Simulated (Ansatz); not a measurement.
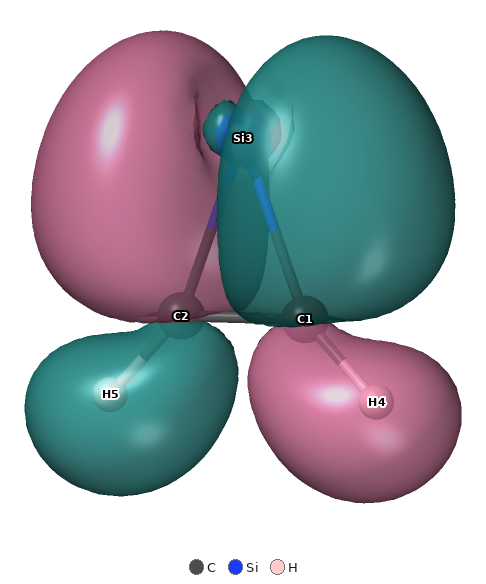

Figure 1: C$_{2}$H$_{2}$Si (SMILES C1=[Si]=C1). The HOMO−1 at ±0.08 Å⁻³ᐟ² (teal and pink are the two phases), seen at a tilt.

Geometry: B3LYP/6-31G*.

Level of theory: Ansatz 0.2.0, isolated molecule in a Gaussian basis; Kohn-Sham density functional theory, functional PBE0.

```xyz
5

C    -0.2652    0.4346   -2.9739
C    -1.0790    0.4167   -1.9043
Si    0.5929   -0.2215   -1.4876
H    -0.3620    0.7341   -4.0150
H    -2.1128    0.6955   -1.7137
```

Question: What is the character of this orbital?

Answer: It lies mainly on Si3 (about 35 %), C1 (about 25 %), C2 (about 25 %), H4 (about 5 %) and H5 (about 5 %); it is symmetric in the molecular plane (an in-plane orbital: σ, lone-pair or in-plane π type). Its energy is −7.40 eV.
